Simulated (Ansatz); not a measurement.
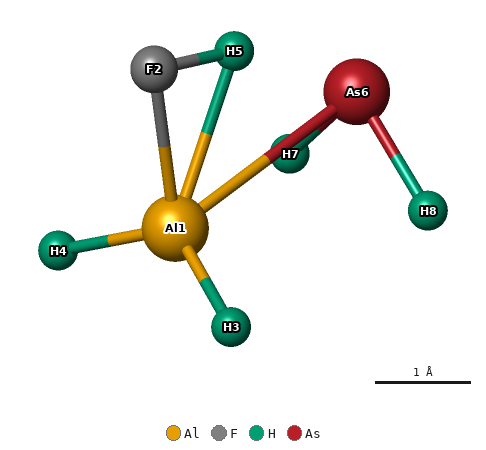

The structure (ball-and-stick view, seen at a tilt; atoms are numbered from 1 in the order of the input). Sticks mark near contacts. Bond lengths as drawn: Al–As 2.66 Å, Al–F 1.90 Å, Al–H 1.58 to 1.97 Å, As–H 1.52 Å and F–H 1.11 Å.

## Phonon calculation, with input and output: AlAsH5F

System: AlAsH5F.
Method: UKS PBE0-D4/def2-SVP (Ansatz 0.2.0).

It belongs to a series of runs on one base structure; here: vibrations at the highest image of the band. Figures and captions count atoms from 1; the log counts them from 0 in places.

## The input
```yaml
crystal:
  periodic: [false, false, false]
  atoms:
    - { symbol: Al, position_ang: [0.15107, 0.020679, -0.972995] }
    - { symbol: F, position_ang: [-1.551089, -0.790088, -0.759193] }
    - { symbol: H, position_ang: [1.18247, -1.075815, -1.457984] }
    - { symbol: H, position_ang: [-0.050527, 1.457063, -1.603739] }
    - { symbol: H, position_ang: [-1.24478, -0.57722, 0.285608] }
    - { symbol: As, position_ang: [-0.098637, 0.053582, 1.673823] }
    - { symbol: H, position_ang: [0.333836, 1.475025, 1.351398] }
    - { symbol: H, position_ang: [1.277557, -0.563428, 1.483183] }
magnetization:
  spin_polarized: true
basis:
  gaussian: { orbitals: def2-SVP }
hamiltonian:
  xc: pbe0
  dispersion: d4
phonons: {}
```

Launch command:
```bash
ansatz run input.yaml --threads 2 --pin off --max-ram 3072MiB --backend cpu --events-out ev --progress --plain --runs-dir out
```

## Log
```
Engine: ansatz 0.2.0, aarch64-unknown-linux-gnu
Functional definition: PBE0
  parameter a = 0.25
  parameter kappa = 0.804
  parameter beta = 0.06672455060314922
  exchange = (1 - a)*pbe_x(kappa = kappa, mu = beta*pi^2/3) + a*exact_x
  correlation = pbe_c(beta = beta)
923 factors; integrals over basis functions are off by at most 3.5e-4 eV
mean field evaluation 1: about -70210.5587 eV, gradient 1.7e1 eV
mean field evaluation 2: about -70209.8159 eV, gradient 2.5e1 eV
mean field evaluation 4: about -70211.5986 eV, gradient 4.1e-1 eV
mean field evaluation 8: about -70211.6059 eV, gradient 2.7e-2 eV
mean field -70211.60588144 eV, -2580.2289250072 hartree, gradient 1.1e-5 eV, S^2 0.000000; 0 other end points of the search recorded, 0 dependent functions left out
the calculation of the forces begins
reference -70211.60590903 eV, -2580.2289260211 hartree; 30, 30 occupied and 59, 59 virtual orbitals, 923 factors
these checks for a lower state are left out or cut short: stability, starts, cluster_reference, orbital_swaps, neighbouring_geometries, increment
923 factors; integrals over basis functions are off by at most 3.5e-4 eV
mean field evaluation 16: about -70211.5995 eV, gradient 8.3e-2 eV
mean field -70211.60583143 eV, -2580.2289231693 hartree, gradient 9.3e-7 eV, S^2 0.000000; 0 other end points of the search recorded, 0 dependent functions left out
[... from here on the field's lines of each further geometry are left out, up to the last ...]
the calculation of the forces begins
reference -70211.60590812 eV, -2580.2289259875 hartree; 30, 30 occupied and 59, 59 virtual orbitals, 923 factors
these checks for a lower state are left out or cut short: stability, starts, cluster_reference, orbital_swaps, neighbouring_geometries, increment
923 factors; integrals over basis functions are off by at most 3.5e-4 eV
mean field -70211.60587673 eV, -2580.2289248342 hartree, gradient 1.0e-6 eV, S^2 0.000000; 0 other end points of the search recorded, 0 dependent functions left out
the calculation of the forces begins
reference -70211.60590432 eV, -2580.2289258481 hartree; 30, 30 occupied and 59, 59 virtual orbitals, 923 factors
WARN: phonons: modes at or below zero, which the zero-point energy, F, S and C_V leave out: 1, the lowest at -627.90 cm⁻¹. A minimum has none, and a first-order saddle one
Total energy: -70211.72897040 eV, -2580.2334484431 hartree
Atom 0 at     0.151070     0.020679    -0.972995 Å, force     0.000591     0.001285    -0.000320 eV/Å
Atom 1 at    -1.551089    -0.790088    -0.759193 Å, force     0.004642     0.004028     0.011259 eV/Å
Atom 2 at     1.182470    -1.075815    -1.457984 Å, force    -0.001759    -0.001478    -0.000478 eV/Å
Atom 3 at    -0.050527     1.457063    -1.603739 Å, force     0.001950    -0.000052     0.000786 eV/Å
Atom 4 at    -1.244780    -0.577220     0.285608 Å, force    -0.002313    -0.005250    -0.009094 eV/Å
Atom 5 at    -0.098637     0.053582     1.673823 Å, force    -0.002931    -0.001792     0.001316 eV/Å
Atom 6 at     0.333836     1.475025     1.351398 Å, force    -0.000915     0.002738    -0.001044 eV/Å
Atom 7 at     1.277557    -0.563428     1.483183 Å, force     0.000736     0.000522    -0.002425 eV/Å
Dipole moment:     0.035436     0.019334     0.088601 e Å
Vibrations: -627.90 132.56 264.39 302.96 394.89 426.89 452.28 503.96 606.57 752.60 875.50 972.52 986.98 1666.31 1956.21 1973.34 2237.84 2255.03 cm⁻¹, zero-point energy 1.039038 eV
```

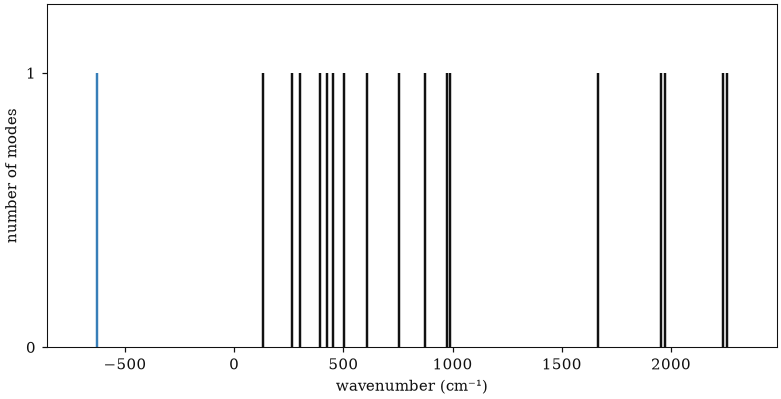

Harmonic vibrational wavenumbers from the force constants; neighbouring modes closer than 13 cm⁻¹ are counted in one stick, and imaginary ones are drawn at negative wavenumbers. 18 modes from 628i to 2255 cm⁻¹, 1 imaginary beyond 8i (628i cm⁻¹): a first-order saddle point, if the geometry is stationary.

## Key numbers

```csv
quantity,value
outcome,converged
total energy,−70211.7290 eV
mean-field energy,−70211.6059 eV
largest force (length of the vector),0.013 eV/Å
hardware,"2 threads of Arm Neoverse V1, 24 GiB of memory available, shared host"
wall time,90 s (CPU time 2.9 min)
peak memory,0.26 GiB
```
